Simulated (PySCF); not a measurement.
# AlSb (triplet): what the fields show

```xyz
2

Al    0.0000    0.0000   -2.2499
Sb    0.0000    0.0000    0.5021
```

These are results of PBE0/x2c-SVPall, spin-free X2C-1e, Gaussian nucleus, at a bond length of 2.752 Å in PySCF 2.14.0, not measurements.

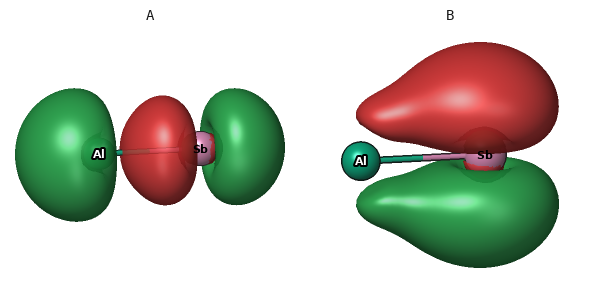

Figure 1. Two frontier α-spin orbitals, each drawn at the value that holds 80 % of its norm (green and red are the two phases), in no order; of a degenerate pair one member is drawn.

**Label each orbital by symmetry, say whether it is occupied, and order them by energy.**

Orbital B: π, occupied in this spin, −6.33 eV; mainly on Sb (85 %).
Orbital A: σ, occupied in this spin, −5.44 eV; shared between the atoms (Al 50 %, Sb 50 %).

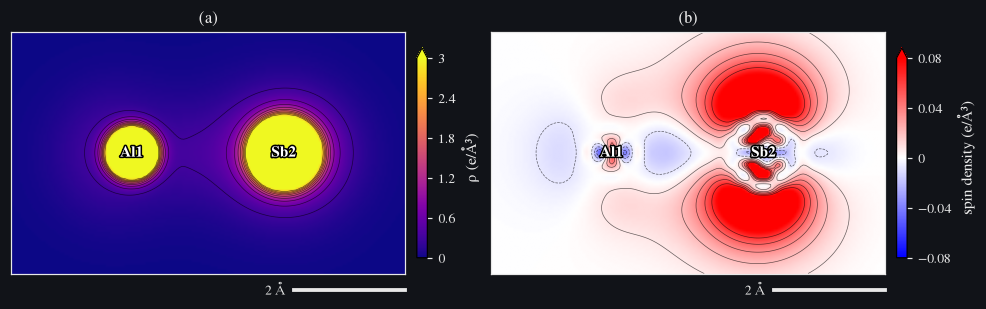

Figure 2. (a) total electron density; (b) spin density (α minus β) on a plane that holds the molecular axis.

**What do the fields say about this system?**

Atoms in the plane: Al and Sb. Al–Sb (2.75 Å): the density is about 0.39 e/Å³ at the midpoint, with its minimum of 0.32 e/Å³ about 0.9 Å from Al. The unpaired spin (2 electrons) lies mostly on Sb2 (about 1.8) and Al1 (about 0.2), in electrons by Hirshfeld's partition.
